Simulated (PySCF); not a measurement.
# One shape, several levels: InH2SeCl (SMILES [Cl][InH][SeH])

Aim: a comparison of 6 runs (HF/3-21G, HF/def2-SVP, PBE0/def2-SVP, CAM-B3LYP/def2-TZVP, M06-2X/def2-TZVP, CCSD/def2-SVP) of InH2SeCl. Input form: a Python script.

The results are computed with PySCF 2.14.0.

## Step 1: The molecule

InH2SeCl: 5 atoms, total charge 0, spin state singlet. As SMILES, `[Cl][InH][SeH]`. The coordinates come from a PBE0-D4/def2-TZVP relaxation. This is one conformer, not always the lowest.

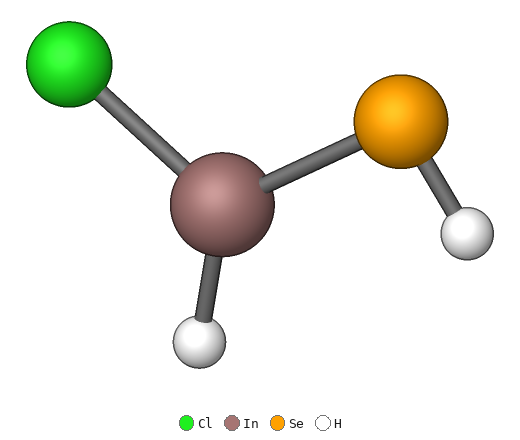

Viewed from a chosen angle; chlorine green, indium brown, selenium orange, hydrogen white.

## Step 2: Energy and gradient at HF/3-21G (run 1)

File run.py:

```python
from pyscf import gto

mol = gto.M(
    atom='''
Cl  -2.590600  -0.073500   0.769400
In  -0.521400  -0.190700  -0.295000
Se   1.294600   0.602300   1.204200
H   -0.446900  -0.769600  -1.893800
H    2.314200   0.357900   0.173600
''',
    verbose=4,
    max_memory=1860,
    charge=0,
    basis='3-21g',
)

mf = mol.RHF()
mf.conv_tol = 1e-10
mf.kernel()
if not mf.converged:
    mf = mf.newton().run(mf.mo_coeff, mf.mo_occ)

etot = mf.e_tot
print('E(%s) = %.9f' % ('HF', etot))
grad = mf.nuc_grad_method().kernel()
dip = mf.dip_moment()
pop, q = mf.mulliken_pop()
```

The run is started by

```
$ OMP_NUM_THREADS=1 python run.py
```

The log of the run:

```text
PySCF version 2.14.0

[INPUT] num. atoms = 5
[INPUT] num. electrons = 102
[INPUT] charge = 0
[INPUT] spin (= nelec alpha-beta = 2S) = 0
[INPUT] symmetry False subgroup None
[INPUT] Mole.unit = angstrom
[INPUT] Symbol           X                Y                Z      unit          X                Y                Z       unit  Magmom
[INPUT]  1 Cl    -2.590600000000  -0.073500000000   0.769400000000 AA   -4.895524498298  -0.138894870156   1.453955280240 Bohr   0.0
[INPUT]  2 In    -0.521400000000  -0.190700000000  -0.295000000000 AA   -0.985303201348  -0.360370771955  -0.557469206747 Bohr   0.0
[INPUT]  3 Se     1.294600000000   0.602300000000   1.204200000000 AA    2.446439440862   1.138182044826   2.275608199201 Bohr   0.0
[INPUT]  4 H     -0.446900000000  -0.769600000000  -1.893800000000 AA   -0.844518605068  -1.454333225465  -3.578763334701 Bohr   0.0
[INPUT]  5 H      2.314200000000   0.357900000000   0.173600000000 AA    4.373204197468   0.676332979982   0.328056455224 Bohr   0.0

[... 44 lines left out ...]
converged SCF energy = -8561.75257832896
[... 12 lines left out ...]
Dipole moment(X, Y, Z, Debye):  2.69691, -0.78809, -3.11337
[... 37 lines left out ...]
pop of  1 In 3dz^2        1.99936
pop of  1 In 3dxz         1.99913
pop of  1 In 3dx2-y2      1.99925
pop of  1 In 4dxy         1.99911
pop of  1 In 4dyz         1.99572
pop of  1 In 4dz^2        1.99372
pop of  1 In 4dxz         1.99661
pop of  1 In 4dx2-y2      1.99657
pop of  2 Se 1s           1.99983
pop of  2 Se 2s           1.99728
pop of  2 Se 3s           2.00057
pop of  2 Se 4s           0.76272
pop of  2 Se 5s           1.20967
pop of  2 Se 2px          1.99731
pop of  2 Se 2py          1.99769
pop of  2 Se 2pz          1.99743
pop of  2 Se 3px          1.98671
pop of  2 Se 3py          1.98989
pop of  2 Se 3pz          1.98777
pop of  2 Se 4px          0.59187
pop of  2 Se 4py          0.74736
pop of  2 Se 4pz          0.64161
pop of  2 Se 5px          0.53835
pop of  2 Se 5py          1.09434
pop of  2 Se 5pz          0.76594
pop of  2 Se 3dxy         1.99968
pop of  2 Se 3dyz         1.99959
pop of  2 Se 3dz^2        1.99967
pop of  2 Se 3dxz         1.99772
pop of  2 Se 3dx2-y2      1.99908
pop of  3 H 1s            0.37816
pop of  3 H 2s            0.80202
pop of  4 H 1s            0.41390
pop of  4 H 2s            0.60245
 ** Mulliken atomic charges  **
charge of    0Cl =     -0.56236
charge of    1In =      1.06097
charge of    2Se =     -0.30208
charge of    3H =     -0.18019
charge of    4H =     -0.01635
```

Run time: 5.7 s. Hardware: 1 thread of Intel Xeon at 2.70GHz, shared host; peak memory 0.14 GiB.

## Step 3: Energy and forces at HF/def2-SVP (core potential) (run 2)

File run.py:

```python
# [Cl][InH][SeH]
import pyscf.grad
from pyscf import gto

mol = gto.M(
    atom=[
    ('Cl', (-2.590600, -0.073500, 0.769400)),
    ('In', (-0.521400, -0.190700, -0.295000)),
    ('Se', (1.294600, 0.602300, 1.204200)),
    ('H', (-0.446900, -0.769600, -1.893800)),
    ('H', (2.314200, 0.357900, 0.173600)),
],
    verbose=4,
    max_memory=1860,
    spin=0,
    ecp={'In': 'def2-svp'},
    basis='def2-svp',
)

hf = mol.RHF()
hf.conv_tol = 1e-10
hf.kernel()
if not hf.converged:
    hf = hf.newton().run(hf.mo_coeff, hf.mo_occ)

etot = hf.e_tot
print('E = %.10f Eh' % etot)
grad = hf.Gradients().kernel()
hf.analyze()
```

The run is started by

```
$ OMP_NUM_THREADS=1 python run.py
```

The log of the run:

```text
PySCF version 2.14.0

[INPUT] num. atoms = 5
[INPUT] num. electrons = 74
[INPUT] charge = 0
[INPUT] spin (= nelec alpha-beta = 2S) = 0
[INPUT] symmetry False subgroup None
[INPUT] Mole.unit = angstrom
[INPUT] Symbol           X                Y                Z      unit          X                Y                Z       unit  Magmom
[INPUT]  1 Cl    -2.590600000000  -0.073500000000   0.769400000000 AA   -4.895524498298  -0.138894870156   1.453955280240 Bohr   0.0
[INPUT]  2 In    -0.521400000000  -0.190700000000  -0.295000000000 AA   -0.985303201348  -0.360370771955  -0.557469206747 Bohr   0.0
[INPUT]  3 Se     1.294600000000   0.602300000000   1.204200000000 AA    2.446439440862   1.138182044826   2.275608199201 Bohr   0.0
[INPUT]  4 H     -0.446900000000  -0.769600000000  -1.893800000000 AA   -0.844518605068  -1.454333225465  -3.578763334701 Bohr   0.0
[INPUT]  5 H      2.314200000000   0.357900000000   0.173600000000 AA    4.373204197468   0.676332979982   0.328056455224 Bohr   0.0

[... 67 lines left out ...]
Two-electron Energy =                 1606.657662229580410
[... 9 lines left out ...]
MO #6   energy= -54.2387078495703  occ= 2
[... 7 lines left out ...]
MO #14  energy= -6.63450119340402  occ= 2
[... 7 lines left out ...]
MO #22  energy= -2.62173997661757  occ= 2
[... 7 lines left out ...]
MO #30  energy= -0.904037163708857 occ= 2
[... 7 lines left out ...]
MO #38  energy= 0.0355395416272726 occ= 0
[... 7 lines left out ...]
MO #46  energy= 0.320000212682879  occ= 0
[... 7 lines left out ...]
MO #54  energy= 0.659415967799675  occ= 0
[... 7 lines left out ...]
MO #62  energy= 1.06333010851341   occ= 0
[... 7 lines left out ...]
MO #70  energy= 1.32537406609133   occ= 0
[... 7 lines left out ...]
MO #78  energy= 3.53498164170358   occ= 0
[... 7 lines left out ...]
MO #86  energy= 61.6344797874868   occ= 0
[... 55 lines left out ...]
pop of  2 Se 3py          1.99996
pop of  2 Se 3pz          1.99992
pop of  2 Se 4px          1.31955
pop of  2 Se 4py          1.90748
pop of  2 Se 4pz          1.52885
pop of  2 Se 5px          0.01286
pop of  2 Se 5py          0.00611
pop of  2 Se 5pz          0.00812
pop of  2 Se 3dxy         1.99998
pop of  2 Se 3dyz         1.99998
pop of  2 Se 3dz^2        1.99999
pop of  2 Se 3dxz         1.99994
pop of  2 Se 3dx2-y2      1.99997
pop of  2 Se 4dxy         0.01215
pop of  2 Se 4dyz         0.01084
pop of  2 Se 4dz^2        0.01245
pop of  2 Se 4dxz         0.02551
pop of  2 Se 4dx2-y2      0.00987
pop of  2 Se 5dxy         0.00067
pop of  2 Se 5dyz         0.00043
pop of  2 Se 5dz^2        0.00079
pop of  2 Se 5dxz         0.00072
pop of  2 Se 5dx2-y2      0.00068
pop of  3 H 1s            1.47944
pop of  3 H 2s            0.01348
pop of  3 H 2px           0.01016
pop of  3 H 2py           0.01241
pop of  3 H 2pz           0.02193
pop of  4 H 1s            0.95290
pop of  4 H 2s            0.00759
pop of  4 H 2px           0.00298
pop of  4 H 2py           0.00075
pop of  4 H 2pz           0.00294
 ** Mulliken atomic charges  **
charge of    0Cl =     -0.75860
charge of    1In =      1.96007
charge of    2Se =     -0.69688
charge of    3H =     -0.53743
charge of    4H =      0.03284
Dipole moment(X, Y, Z, Debye):  2.07040, -0.58471, -2.33496
```

Run time: 11 s. Hardware: 1 thread of Intel Xeon at 2.70GHz, shared host; peak memory 0.17 GiB.

Runs 3 to 4 aren't shown in full; the table further down has their settings and results.

## Step 4: Energy and forces at M06-2X/def2-TZVP (core potential) (run 5)

File input.py:

```python
import pyscf.grad
from pyscf import gto, dft

mol = gto.Mole()
mol.atom = '''
Cl      -2.590600      -0.073500       0.769400
In      -0.521400      -0.190700      -0.295000
Se       1.294600       0.602300       1.204200
H       -0.446900      -0.769600      -1.893800
H        2.314200       0.357900       0.173600
'''
mol.verbose = 3
mol.charge = 0
mol.basis = 'def2-tzvp'
mol.ecp = {'In': 'def2-svp'}
mol.spin = 0
mol.max_memory = 1860
mol.build()

mf = dft.RKS(mol)
mf.xc = 'm06-2x'
mf.grids.level = 5
mf.conv_tol = 1e-10
mf.kernel()
if not mf.converged:
    mf = mf.newton().run(mf.mo_coeff, mf.mo_occ)

energy = mf.e_tot
print('E = %.10f Eh' % energy)
grad = mf.Gradients().kernel()
mf.analyze()
```

The run is started by

```
$ OMP_NUM_THREADS=1 python input.py
```

The log of the run:

```text
converged SCF energy = -3053.12475584809
[... 13 lines left out ...]
MO #4   energy= -52.9552647537307  occ= 2
[... 12 lines left out ...]
MO #17  energy= -3.29760145940301  occ= 2
[... 12 lines left out ...]
MO #30  energy= -0.775128139069673 occ= 2
[... 12 lines left out ...]
MO #43  energy= 0.0656118060847783 occ= 0
[... 12 lines left out ...]
MO #56  energy= 0.334899540579533  occ= 0
[... 12 lines left out ...]
MO #69  energy= 0.5447994378457    occ= 0
[... 12 lines left out ...]
MO #82  energy= 1.00248919623621   occ= 0
[... 12 lines left out ...]
MO #95  energy= 1.46550438830949   occ= 0
[... 12 lines left out ...]
MO #108 energy= 1.94621652169054   occ= 0
[... 12 lines left out ...]
MO #121 energy= 2.27433167080835   occ= 0
[... 12 lines left out ...]
MO #134 energy= 3.58102684317397   occ= 0
[... 12 lines left out ...]
MO #147 energy= 124.741909045606   occ= 0
[... 6 lines left out ...]
Dipole moment(X, Y, Z, Debye):  2.04755, -0.49231, -2.07587
```

Wall time 2.5 min (1 thread of Intel Xeon at 2.70GHz, shared host); peak memory 1.7 GiB.

## Step 5: A single-point energy at CCSD/def2-SVP (core potential) (run 6)

File run.py:

```python
from pyscf import gto, cc

mol = gto.M(
    atom='''
Cl    -2.590600    -0.073500     0.769400
In    -0.521400    -0.190700    -0.295000
Se     1.294600     0.602300     1.204200
H     -0.446900    -0.769600    -1.893800
H      2.314200     0.357900     0.173600
''',
    charge=0,
    max_memory=1860,
    verbose=4,
    ecp={'In': 'def2-svp'},
    basis='def2-svp',
)

mf = mol.RHF()
mf.conv_tol = 1e-10
mf.kernel()
if not mf.converged:
    mf = mf.newton().run(mf.mo_coeff, mf.mo_occ)

mycc = cc.CCSD(mf, frozen=18)
mycc.kernel()
etot = mycc.e_tot
print('E(%s) = %.9f' % ('CCSD', etot))
dip = mf.dip_moment()
pop, q = mf.mulliken_pop()
```

The run is started by

```
$ OMP_NUM_THREADS=1 python run.py
```

The log of the run:

```text
PySCF version 2.14.0

[INPUT] num. atoms = 5
[INPUT] num. electrons = 74
[INPUT] charge = 0
[INPUT] spin (= nelec alpha-beta = 2S) = 0
[INPUT] symmetry False subgroup None
[INPUT] Mole.unit = angstrom
[INPUT] Symbol           X                Y                Z      unit          X                Y                Z       unit  Magmom
[INPUT]  1 Cl    -2.590600000000  -0.073500000000   0.769400000000 AA   -4.895524498298  -0.138894870156   1.453955280240 Bohr   0.0
[INPUT]  2 In    -0.521400000000  -0.190700000000  -0.295000000000 AA   -0.985303201348  -0.360370771955  -0.557469206747 Bohr   0.0
[INPUT]  3 Se     1.294600000000   0.602300000000   1.204200000000 AA    2.446439440862   1.138182044826   2.275608199201 Bohr   0.0
[INPUT]  4 H     -0.446900000000  -0.769600000000  -1.893800000000 AA   -0.844518605068  -1.454333225465  -3.578763334701 Bohr   0.0
[INPUT]  5 H      2.314200000000   0.357900000000   0.173600000000 AA    4.373204197468   0.676332979982   0.328056455224 Bohr   0.0

[... 50 lines left out ...]
converged SCF energy = -3049.35878792737
[... 12 lines left out ...]
Init t2, MP2 energy = -3049.8107320779  E_corr(MP2) -0.451944150530845
[... 12 lines left out ...]
CCSD converged
[... 2 lines left out ...]
Dipole moment(X, Y, Z, Debye):  2.07040, -0.58471, -2.33496
[... 53 lines left out ...]
pop of  2 Se 3px          1.99358
pop of  2 Se 3py          1.99542
pop of  2 Se 3pz          1.99427
pop of  2 Se 4px          0.55054
pop of  2 Se 4py          0.72706
pop of  2 Se 4pz          0.61719
pop of  2 Se 5px          0.61510
pop of  2 Se 5py          1.08953
pop of  2 Se 5pz          0.78430
pop of  2 Se 3dxy         1.64089
pop of  2 Se 3dyz         1.64139
pop of  2 Se 3dz^2        1.64061
pop of  2 Se 3dxz         1.64130
pop of  2 Se 3dx2-y2      1.64082
pop of  2 Se 4dxy         0.34987
pop of  2 Se 4dyz         0.34932
pop of  2 Se 4dz^2        0.35014
pop of  2 Se 4dxz         0.35191
pop of  2 Se 4dx2-y2      0.35012
pop of  2 Se 5dxy         0.01408
pop of  2 Se 5dyz         0.01501
pop of  2 Se 5dz^2        0.01526
pop of  2 Se 5dxz         0.04063
pop of  2 Se 5dx2-y2      0.01371
pop of  3 H 1s            0.66119
pop of  3 H 2s            0.47841
pop of  3 H 2px           0.00065
pop of  3 H 2py           0.00132
pop of  3 H 2pz           0.00686
pop of  4 H 1s            0.68738
pop of  4 H 2s            0.23659
pop of  4 H 2px           0.01063
pop of  4 H 2py           0.00561
pop of  4 H 2pz           0.01073
 ** Mulliken atomic charges  **
charge of    0Cl =     -0.40663
charge of    1In =      0.79597
charge of    2Se =     -0.28996
charge of    3H =     -0.14844
charge of    4H =      0.04905
```

Wall time 17 s (1 thread of Intel Xeon at 2.70GHz, shared host); peak memory 0.39 GiB.

## Step 6: All runs side by side

```
run                                 level  core potential  integration grid   energy (Eh)  dipole moment (D) of the reference  HOMO energy (eV)  LUMO energy (eV)  wall time
  1                              HF/3-21G               –                 –  -8561.752578                                4.19            -10.05              0.64      5.7 s
  2          HF/def2-SVP (core potential)        def2-svp                 –  -3049.358788                                3.17             -9.93              0.97       11 s
  3        PBE0/def2-SVP (core potential)        def2-svp                 5  -3052.288754                                2.90             -7.40             -1.59       29 s
  4  CAM-B3LYP/def2-TZVP (core potential)        def2-svp                 5  -3053.301868                                2.89             -8.77             -0.90    3.6 min
  5     M06-2X/def2-TZVP (core potential)        def2-svp                 5  -3053.124756                                2.96             -8.60             -1.26    2.5 min
  6        CCSD/def2-SVP (core potential)        def2-svp                 –  -3049.838405                                3.17             -9.93              0.97       17 s
```

## Step 7: What came out

| quantity | value |
| --- | --- |
| run 6: total energy | -3049.83840 Eh |
| run 6: dipole moment (Hartree–Fock density) | 3.17 D |
| run 6: HOMO energy (Hartree–Fock orbitals) | -9.93 eV |
| run 6: LUMO energy (Hartree–Fock orbitals) | 0.97 eV |
| run 6: HOMO–LUMO gap (Hartree–Fock orbitals) | 10.90 eV |
| run 6: correlation energy (18 core orbitals frozen) | -479.6 mEh |
| run 6: T1 diagnostic | 0.010 |

**Reading.** Over runs 1, 2, 3, 4, 5 the dipole moment (its size) runs from 2.89 D (CAM-B3LYP/def2-TZVP) to 4.19 D (HF/3-21G). The two ends differ in method and basis and core potential. Over runs 1, 2, 3, 4, 5 the HOMO–LUMO gap runs from 5.81 eV (PBE0/def2-SVP) to 10.90 eV (HF/def2-SVP). Exact exchange widens orbital gaps. Totals of different functionals can't be ranked against each other. Some runs of one species differ in core potentials or relativity; totals across that change don't compare. In run 1 relativity is left out where basis or elements ask for it. All runs together took 7.2 min, the longest 3.6 min.
